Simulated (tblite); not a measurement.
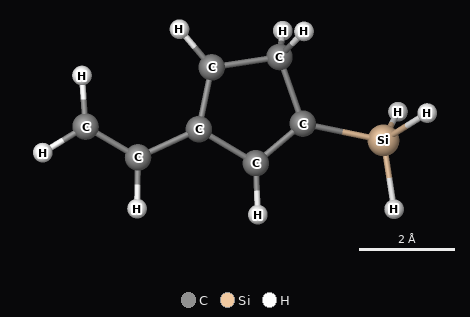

Figure 1. The structure as given in the input (ball-and-stick view, seen at a tilt).

Geometry relaxation, with input and output: C₇H₁₀Si

- system: C₇H₁₀Si, SMILES C=CC1=CCC([SiH3])=C1
- method: GFN2-xTB geometry optimisation, gas phase (tblite 0.8.0)

### Log
```
step      E/eV     max force
  0    -591.66465    1.947
  1    -591.73609    0.655
  2    -591.75435    0.378
  3    -591.76093    0.189
  4    -591.76471    0.181
  5    -591.76771    0.149
  6    -591.76936    0.122
  7    -591.77095    0.116
  8    -591.77263    0.084
  9    -591.77386    0.083
 10    -591.77458    0.055
 11    -591.77494    0.057
 12    -591.77517    0.037
 13    -591.77517    0.037
 14    -591.77527    0.029
 15    -591.77543    0.027
 16    -591.77551    0.031
 17    -591.77569    0.033
 18    -591.77585    0.036
 19    -591.77596    0.028
 20    -591.77605    0.027
 21    -591.77616    0.032
 22    -591.77631    0.035
 23    -591.77651    0.043
 24    -591.77677    0.042
 25    -591.77708    0.045
 26    -591.77734    0.042
 27    -591.77745    0.020
 28    -591.77749    0.019
 29    -591.77752    0.018
 30    -591.77756    0.015
 31    -591.77761    0.015
 32    -591.77764    0.011
 33    -591.77766    0.011
 34    -591.77768    0.012
 35    -591.77770    0.012
 36    -591.77772    0.010
 37    -591.77774    0.010
 38    -591.77776    0.008
 39    -591.77777    0.009
 40    -591.77778    0.009
 41    -591.77780    0.009
 42    -591.77781    0.009
 43    -591.77782    0.009
 44    -591.77783    0.009
 45    -591.77784    0.006
 46    -591.77785    0.005
 47    -591.77785    0.004
 48    -591.77785    0.005
 49    -591.77786    0.004
```

### Trajectory as extended XYZ (Å, eV, eV/Å), 6 of the 12 frames kept, from step=0 to step=49
```
18
Properties=species:S:1:pos:R:3:forces:R:3 step=0 energy=-591.66465
C    -3.3907    0.1399    0.2376   -0.2090   0.0100  -0.0030
C    -2.3863   -0.4350   -0.4183    0.1130  -0.2230  -0.0060
C    -0.9730   -0.0949   -0.3036   -0.6670   0.0640  -0.0690
C    -0.4490    0.8879    0.4471    0.2720   0.4790   0.6060
C     1.0417    0.9296    0.2950   -0.6730   0.0800  -0.1940
C     1.2781   -0.1736   -0.7019   -0.1670   0.6510   0.6940
Si    2.9418   -0.5770   -1.2898    1.7940  -0.5350  -0.5350
C     0.1141   -0.7333   -1.0154   -0.9810  -0.8470  -0.5550
H    -4.4111   -0.2075    0.0847    0.3290   0.1810   0.0970
H    -3.2644    0.9653    0.9338    0.0140  -0.2940  -0.2540
H    -2.6114   -1.2634   -1.0872    0.0770   0.1260   0.0450
H    -0.9902    1.5463    1.1110    0.1420  -0.0590  -0.1220
H     1.5356    0.7450    1.2549    0.0590   0.1210  -0.2300
H     1.3533    1.9065   -0.1065    0.0870  -0.2910   0.2360
H     3.5480    0.6042   -1.9533   -0.1010  -0.2090   0.1320
H     3.8057   -0.9648   -0.1332   -0.2320   0.1280  -0.3230
H     2.8961   -1.7040   -2.2488   -0.0040   0.2250   0.1840
H    -0.0471   -1.5648   -1.7065    0.1470   0.3920   0.2970
18
Properties=species:S:1:pos:R:3:forces:R:3 step=8 energy=-591.77263
C    -3.3994    0.1277    0.2277   -0.0300  -0.0030   0.0010
C    -2.3933   -0.4519   -0.4182    0.0060  -0.0080  -0.0200
C    -0.9970   -0.0778   -0.2950   -0.0620   0.0360   0.0440
C    -0.4616    0.9004    0.4725   -0.0190  -0.0040  -0.0080
C     1.0133    0.9288    0.2901   -0.0020   0.0490   0.0680
C     1.2701   -0.1727   -0.6930    0.0300  -0.0130  -0.0430
Si    2.9839   -0.5942   -1.3038    0.0300  -0.0090   0.0090
C     0.0868   -0.7310   -1.0108   -0.0120   0.0390   0.0520
H    -4.4178   -0.1973    0.0927    0.0240   0.0090   0.0030
H    -3.2491    0.9460    0.9140    0.0030  -0.0570  -0.0470
H    -2.5990   -1.2701   -1.0988    0.0300   0.0120   0.0120
H    -0.9863    1.5734    1.1280    0.0570  -0.0330  -0.0390
H     1.5434    0.7582    1.2286    0.0140  -0.0290   0.0540
H     1.3633    1.8911   -0.0865   -0.0070   0.0560  -0.0400
H     3.5617    0.5933   -1.9516   -0.0020  -0.0630   0.0200
H     3.8179   -0.9620   -0.1484   -0.0170   0.0120  -0.0760
H     2.9067   -1.7062   -2.2532    0.0150   0.0310   0.0260
H    -0.0523   -1.5493   -1.6943   -0.0600  -0.0230  -0.0160
18
Properties=species:S:1:pos:R:3:forces:R:3 step=17 energy=-591.77569
C    -3.4027    0.1219    0.2224   -0.0030  -0.0040   0.0020
C    -2.3924   -0.4536   -0.4201   -0.0170   0.0030  -0.0020
C    -0.9995   -0.0721   -0.2893   -0.0100   0.0090   0.0200
C    -0.4604    0.9042    0.4770   -0.0150  -0.0070  -0.0160
C     1.0143    0.9319    0.2930    0.0020   0.0170   0.0180
C     1.2690   -0.1706   -0.6928    0.0030   0.0080  -0.0010
Si    2.9813   -0.5964   -1.3045    0.0220  -0.0070  -0.0050
C     0.0830   -0.7264   -1.0052   -0.0210  -0.0020   0.0000
H    -4.4215   -0.2007    0.0896    0.0190  -0.0090  -0.0120
H    -3.2478    0.9381    0.9079   -0.0140  -0.0110  -0.0090
H    -2.5880   -1.2727   -1.1018    0.0160   0.0050   0.0030
H    -0.9788    1.5801    1.1311    0.0060   0.0070   0.0080
H     1.5433    0.7579    1.2321    0.0200  -0.0050   0.0260
H     1.3594    1.8960   -0.0861    0.0090   0.0210  -0.0120
H     3.5680    0.5832   -1.9524   -0.0010  -0.0100  -0.0040
H     3.8237   -0.9642   -0.1596   -0.0030  -0.0050  -0.0110
H     2.9104   -1.7065   -2.2532   -0.0080  -0.0020   0.0000
H    -0.0702   -1.5439   -1.6883   -0.0050  -0.0050  -0.0040
18
Properties=species:S:1:pos:R:3:forces:R:3 step=31 energy=-591.77761
C    -3.4137    0.1078    0.2114    0.0040  -0.0030   0.0040
C    -2.3854   -0.4495   -0.4172    0.0020   0.0020   0.0020
C    -0.9967   -0.0577   -0.2753    0.0020   0.0070  -0.0020
C    -0.4544    0.9180    0.4890    0.0090   0.0100   0.0040
C     1.0220    0.9435    0.3010   -0.0010  -0.0030   0.0040
C     1.2717   -0.1608   -0.6861    0.0050   0.0090  -0.0040
Si    2.9762   -0.6055   -1.3117   -0.0120   0.0040   0.0080
C     0.0827   -0.7128   -0.9943    0.0100  -0.0020   0.0050
H    -4.4230   -0.2341    0.0591   -0.0020  -0.0040  -0.0050
H    -3.2865    0.9239    0.9018    0.0040   0.0080   0.0030
H    -2.5597   -1.2697   -1.1028   -0.0030  -0.0050  -0.0050
H    -0.9678    1.5960    1.1458    0.0010  -0.0090  -0.0060
H     1.5551    0.7677    1.2387   -0.0060   0.0060  -0.0030
H     1.3683    1.9073   -0.0808   -0.0070  -0.0100   0.0050
H     3.5709    0.5640   -1.9696    0.0000  -0.0020  -0.0020
H     3.8254   -0.9843   -0.1761   -0.0010  -0.0010  -0.0020
H     2.8830   -1.7172   -2.2570   -0.0110   0.0000   0.0000
H    -0.0767   -1.5302   -1.6763    0.0060  -0.0060  -0.0070
18
Properties=species:S:1:pos:R:3:forces:R:3 step=40 energy=-591.77778
C    -3.4127    0.1061    0.2109    0.0000   0.0010  -0.0040
C    -2.3832   -0.4493   -0.4176   -0.0010  -0.0020  -0.0010
C    -0.9950   -0.0569   -0.2755   -0.0010   0.0060   0.0030
C    -0.4541    0.9189    0.4898    0.0030   0.0060   0.0040
C     1.0223    0.9457    0.3036   -0.0010   0.0010   0.0020
C     1.2732   -0.1577   -0.6834    0.0050   0.0050  -0.0020
Si    2.9743   -0.6064   -1.3120    0.0020   0.0000   0.0020
C     0.0855   -0.7112   -0.9935    0.0050   0.0000   0.0060
H    -4.4207   -0.2386    0.0555   -0.0040   0.0020   0.0040
H    -3.2887    0.9234    0.9006    0.0040  -0.0010   0.0010
H    -2.5573   -1.2695   -1.1034    0.0000  -0.0070  -0.0050
H    -0.9687    1.5958    1.1464   -0.0040  -0.0030  -0.0020
H     1.5547    0.7715    1.2418   -0.0040   0.0010  -0.0020
H     1.3674    1.9097   -0.0783   -0.0030  -0.0030   0.0020
H     3.5711    0.5596   -1.9738    0.0030  -0.0010  -0.0020
H     3.8251   -0.9883   -0.1788    0.0020  -0.0020  -0.0030
H     2.8677   -1.7177   -2.2562   -0.0010  -0.0040  -0.0020
H    -0.0697   -1.5289   -1.6761   -0.0050   0.0000  -0.0020
18
Properties=species:S:1:pos:R:3:forces:R:3 step=49 energy=-591.77786
C    -3.4116    0.1053    0.2096    0.0000   0.0010   0.0000
C    -2.3824   -0.4506   -0.4190   -0.0010  -0.0020   0.0020
C    -0.9947   -0.0568   -0.2754   -0.0010   0.0030   0.0000
C    -0.4553    0.9195    0.4903    0.0010   0.0010   0.0020
C     1.0213    0.9477    0.3054   -0.0010   0.0000   0.0000
C     1.2742   -0.1553   -0.6819    0.0010   0.0010   0.0000
Si    2.9739   -0.6069   -1.3125    0.0010   0.0000   0.0010
C     0.0871   -0.7099   -0.9922    0.0010   0.0000   0.0000
H    -4.4204   -0.2379    0.0563    0.0000   0.0000  -0.0010
H    -3.2853    0.9224    0.8992    0.0000   0.0010   0.0010
H    -2.5555   -1.2711   -1.1048   -0.0010  -0.0020  -0.0020
H    -0.9721    1.5951    1.1465    0.0010   0.0010   0.0000
H     1.5528    0.7738    1.2441   -0.0020   0.0010  -0.0010
H     1.3656    1.9121   -0.0761   -0.0010  -0.0010   0.0020
H     3.5733    0.5565   -1.9766    0.0000  -0.0010   0.0000
H     3.8274   -0.9915   -0.1822    0.0000   0.0000  -0.0020
H     2.8611   -1.7188   -2.2557    0.0010   0.0000  -0.0010
H    -0.0681   -1.5272   -1.6754    0.0010  -0.0030  -0.0020
```

The run was set up as follows.

### Input
```
{"job": {"xc": "GFN2-xTB", "basis": "xTB", "kind": "relax"}, "charge": 0, "multiplicity": 1}
C     -3.390700     0.139900     0.237600
C     -2.386300    -0.435000    -0.418300
C     -0.973000    -0.094900    -0.303600
C     -0.449000     0.887900     0.447100
C      1.041700     0.929600     0.295000
C      1.278100    -0.173600    -0.701900
Si     2.941800    -0.577000    -1.289800
C      0.114100    -0.733300    -1.015400
H     -4.411100    -0.207500     0.084700
H     -3.264400     0.965300     0.933800
H     -2.611400    -1.263400    -1.087200
H     -0.990200     1.546300     1.111000
H      1.535600     0.745000     1.254900
H      1.353300     1.906500    -0.106500
H      3.548000     0.604200    -1.953300
H      3.805700    -0.964800    -0.133200
H      2.896100    -1.704000    -2.248800
H     -0.047100    -1.564800    -1.706500
```

The first line tells a small driver script what to run in tblite; the rest is the geometry in Å.

Launch command:
```bash
OMP_NUM_THREADS=1 python <driver script> task.json out
```

### Key numbers

```csv
quantity,value
outcome,converged
total energy,−591.7779 eV
hardware,"1 CPU thread, shared host"
peak memory,0.91 GiB
```
